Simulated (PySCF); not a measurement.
```tsv
atom	x (Å)	y (Å)	z (Å)
C	-1.2890	-1.3488	0.0929
C	-0.8933	-0.0403	-0.5740
Si	-1.8171	1.5850	-0.0532
C	-0.0155	1.7877	0.4749
C	0.3658	0.5794	0.0094
C	1.6115	-0.0366	0.0284
C	2.6786	-0.6198	0.0165
C	3.8808	-1.2475	0.0192
N	4.9007	-1.7816	0.0214
H	-2.2373	-1.7044	-0.3044
H	-1.3956	-1.2126	1.1677
H	-0.5350	-2.1169	-0.0794
H	-0.7856	-0.2064	-1.6491
H	-2.8039	1.4219	1.0100
H	-2.2912	2.4320	-1.1438
H	0.6186	2.5179	0.9522
```

Geometry: GFN2-xTB.

Method: CAM-B3LYP/def2-SVPD, SCF density, gas phase (PySCF 2.14.0).

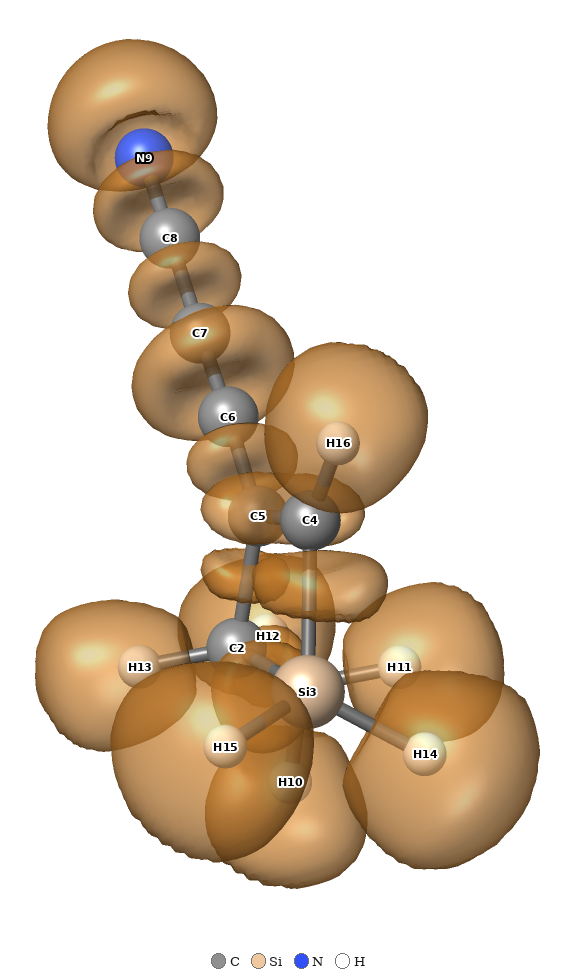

C₇H₇NSi. Isosurface of the electron localisation function at 0.8 (orange), seen at an oblique angle. Core shells and regions of very low density are left out.

What do the ELF domains correspond to?

Answer. At this value the surface marks out six regions between bonded C–C atoms (shared pairs), one region between bonded C–N atoms (shared pairs), two regions between bonded C–Si atoms (shared pairs), seven regions around hydrogen nuclei and one lobe on N, pointing away from the bonds (lone pairs).

Values along the shortest contacts:
C–N (1.15 Å): the ELF peaks at about 0.85 between the atoms: a short, multiple covalent bond. C–C (1.22 Å): the ELF peaks at about 0.85 between the atoms; a short, multiple covalent bond.
